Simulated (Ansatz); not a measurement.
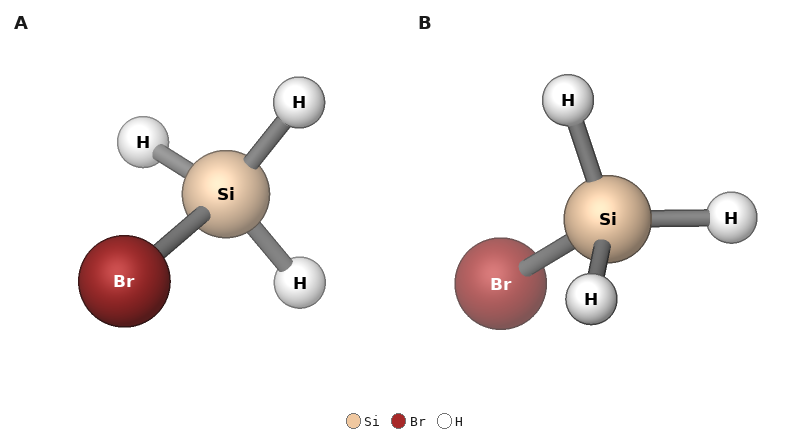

Depth is shown by fading: the farther an atom, the more it takes the colour of the background. Computed geometry: PBE0-D4/def2-TZVP optimisation.

**How are A and B related: the same structure turned, mirror images, conformers, diastereomers or constitutional isomers?**

They are the same structure, BrH3Si, seen from two directions. With point group C3v it is achiral, so its mirror image would be the same too.
